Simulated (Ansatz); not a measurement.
# Al₂H₃S (SMILES [AlH][AlH][SH]) (doublet): what the fields show

Input file:

```
crystal:
  periodic: [false, false, false]
  atoms:
    - { symbol: Al, position_ang: [-1.65055, -0.63398, -0.97825] }
    - { symbol: Al, position_ang: [0.22678, 1.03273, -0.24664] }
    - { symbol: S, position_ang: [0.91875, -0.72158, 0.98223] }
    - { symbol: H, position_ang: [-2.70462, -1.83922, -1.30317] }
    - { symbol: H, position_ang: [1.26129, 2.22323, 0.03644] }
    - { symbol: H, position_ang: [-0.05576, -1.52168, 0.55292] }
magnetization:
  spin_polarized: true
  initial_magnetization: 1
basis:
  gaussian: { orbitals: def2-SVP }
hamiltonian:
  xc: b3lyp
  dispersion: d4
relax:
  f_tol: 0.015
  max_steps: 40
output:
  orbitals: {}
```

Run with:

```sh
ansatz run input.yaml --threads 1 --pin off --max-ram 2048MiB --backend cpu --events-out ev --progress --plain --runs-dir out
```

The fields are those of the relaxed geometry.

Computed with UKS B3LYP-D4/def2-SVP in Ansatz 0.2.0.

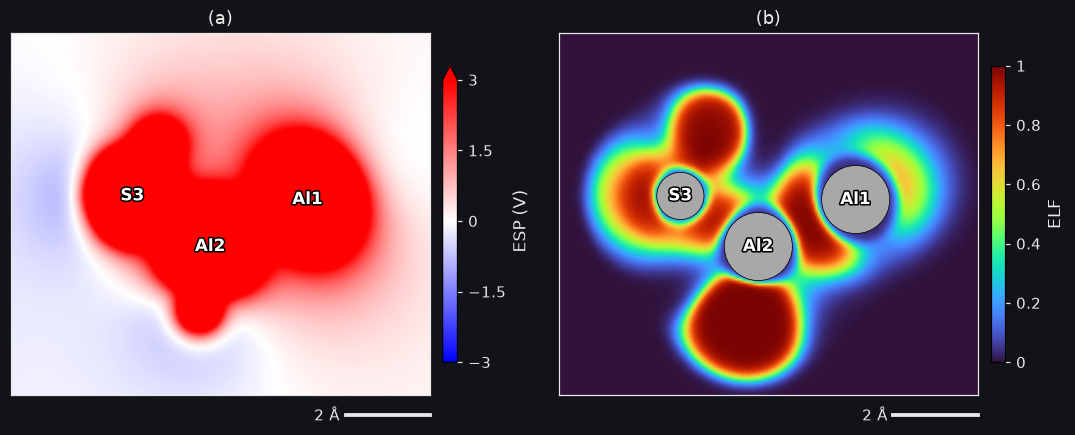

Figure 1. (a) molecular electrostatic potential; (b) electron localisation function on the plane of atoms Al1, Al2 and S3. Grey discs cover the atomic cores in the ELF map.

Q: What do the fields say about this system?

A:
- The section cuts through Al and S sites.
- Al–S (2.21 Å): the ELF peaks at about 0.90 in the valence shell of S, 1.0 Å from its nucleus, and is about 0.90 at the midpoint.
- Al–Al (2.57 Å): the ELF peaks at about 1 between the atoms (a shared electron pair).
- The ELF also peaks beside S3, away from the bonds: non-bonding electrons, paired or unpaired.
- Outside the dense part of the molecule the potential is most negative (−0.8 V) near S3.

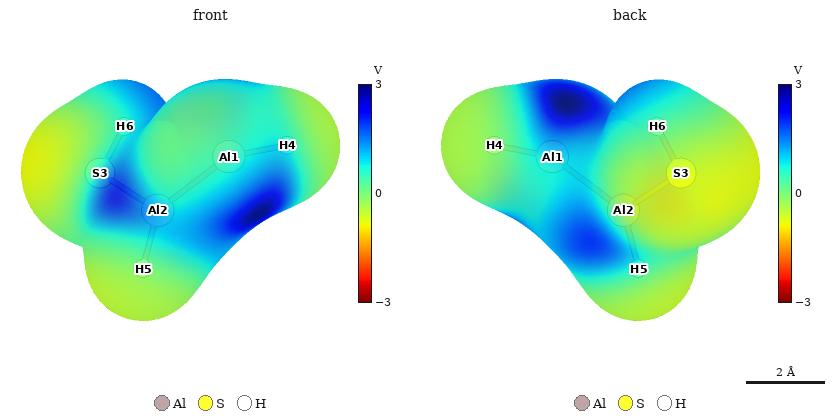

Figure 2. The electrostatic potential painted on the density surface at 0.002 e/bohr³, seen from the front and from behind; the colour scale runs from red (negative) to blue (positive).

Q: Describe the electrostatic potential map.

A: The most negative region (about −0.8 V) lies over S3, the most positive (about +2.9 V) over Al1.

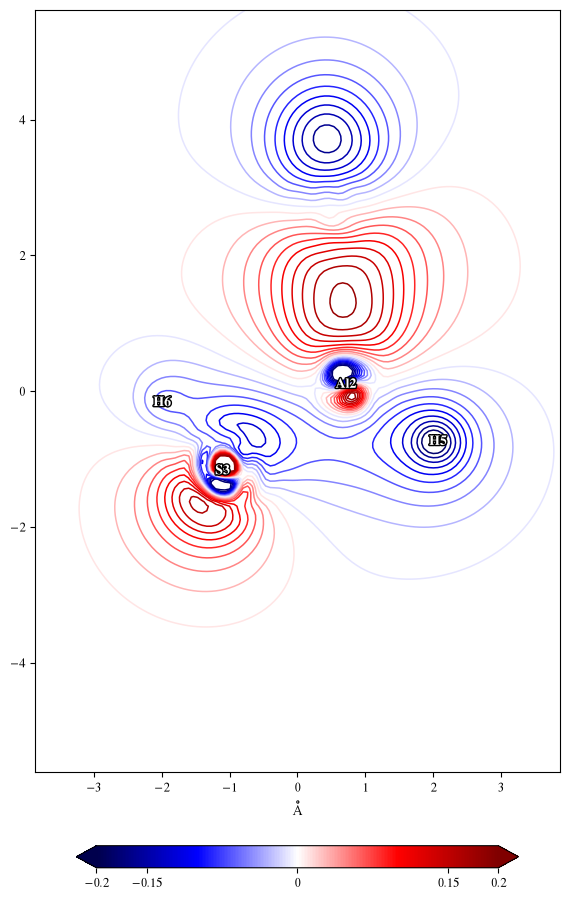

Figure 3. The HOMO−1 (α) on the plane of atoms S3, Al2 and H5 (values in Å⁻³ᐟ²; the overall sign is arbitrary).

Q: Where does this orbital lie, and at what energy?

A: By Hirshfeld shares it lies mainly on S3 (about 60 %), Al2 (about 15 %), Al1 (about 10 %) and H4 (about 5 %). Its energy is −7.24 eV.
